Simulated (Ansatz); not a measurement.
| atom | x (Å) | y (Å) | z (Å) |
| --- | --- | --- | --- |
| C | -1.7309 | 2.3893 | 2.7305 |
| Cl | -3.7966 | 0.0190 | 1.5746 |
| Sn | -1.7198 | 0.1954 | 2.7700 |
| H | -0.8534 | 2.8223 | 3.2343 |
| H | -1.7575 | 2.7319 | 1.6830 |
| H | -2.6501 | 2.7555 | 3.2167 |

Geometry: PBE0-D3(BJ)/def2-SVP; core potentials replace the inner electrons of Sn.

Computed with Ansatz, isolated molecule in a Gaussian basis; Kohn-Sham density functional theory, functional PBE0.

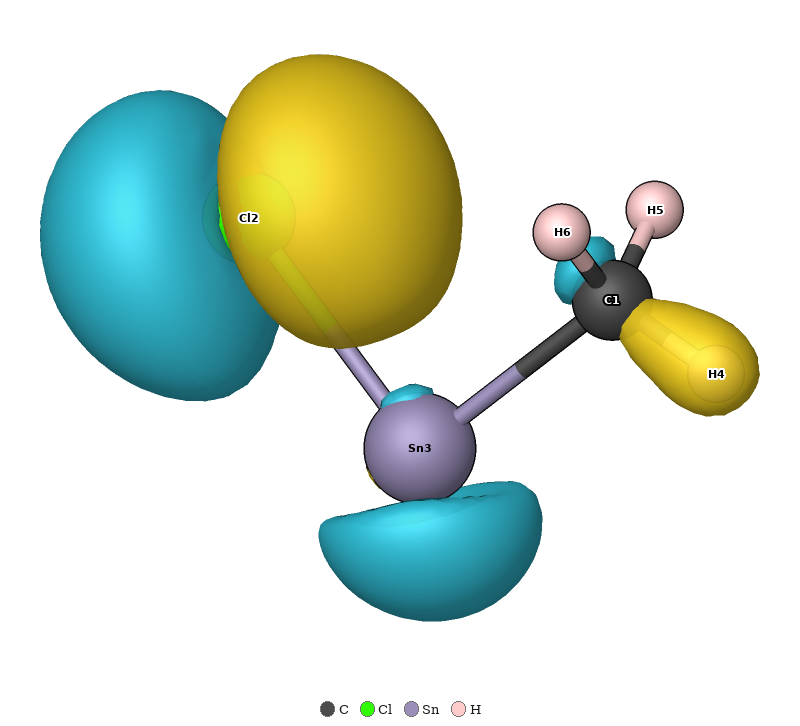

CH3ClSn. The HOMO−1 at ±0.1 Å⁻³ᐟ² (yellow and cyan are the two phases), seen at a tilt.

Question: Where does this orbital lie, and at what energy?

Answer: By Hirshfeld shares it lies mainly on Cl2 (about 80 %) and Sn3 (about 15 %); largely a lone pair of Cl2. Its energy is −8.63 eV.
